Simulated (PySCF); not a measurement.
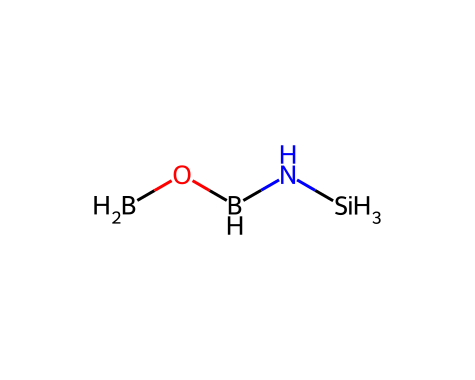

The geometry was computed by an optimisation with GFN2-xTB. No frequency run is at hand to confirm it as a minimum. Properties computed with ωB97X-D/def2-SVPD, gas phase (PySCF 2.14.0). Excitations: vertical, linear response.

What does the calculation give?

The species is B2H7NOSi (`BOBN[SiH3]`).
- dipole moment: 1.10 D
- HOMO energy (Kohn–Sham orbital): −9.65 eV
- LUMO energy (Kohn–Sham orbital): 1.35 eV
- HOMO–LUMO gap: 11.00 eV
- mean static polarisability: 67.6 bohr³
- lowest vertical singlet excitation: 5.96 eV
- its oscillator strength: 0.000
- brightest of the 8 lowest singlets: 7.43 eV
- its oscillator strength: 0.32

The geometry is semi-empirical. Around B, Si such bond lengths and angles can be off by a tenth of an ångström or more and by several degrees, and values that hang on the shape move with them.
